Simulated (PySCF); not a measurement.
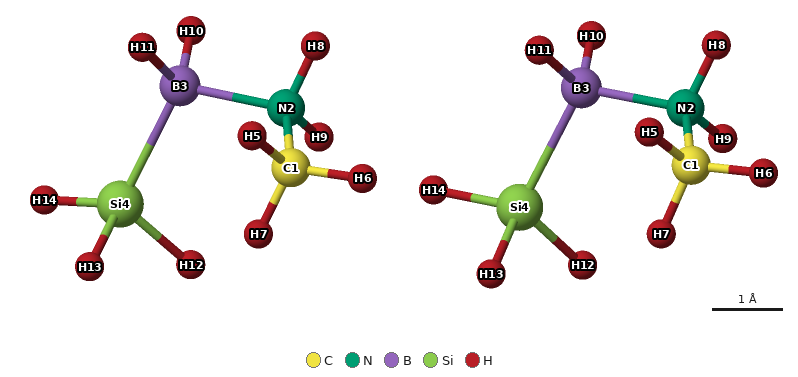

Two geometries of CH10BNSi, drawn at one scale. One is the start of a relaxation, the other its converged end. Style: ball-and-stick. Shown from a free direction.

Computed with PBE0-D3(BJ)/def2-SVP geometry optimisation, gas phase in PySCF 2.14.0, density-fitted response routines. 

Question: Which one is relaxed?

Answer: The right one is the relaxed one. The start comes from GFN2-xTB. Its atoms were then displaced at random by about 0.01 Å. H12 moves most after the best rigid fit: 0.25 Å. Largest moves by element: H 0.25 Å, C 0.09 Å, Si 0.05 Å, B 0.05 Å, N 0.02 Å. Some distances before and after: Si4–H14 1.421 → 1.500 Å, C1–N2 1.434 → 1.469 Å, B3–H11 1.196 → 1.224 Å, B3–Si4 2.000 → 2.026 Å. Bond angles that change, for instance: B3–Si4–H14 119.2° → 112.4°, H5–C1–H6 106.2° → 110.1°, Si4–B3–H11 115.6° → 112.5°. The energy falls by 3.62 kcal/mol in 9 geometry steps.
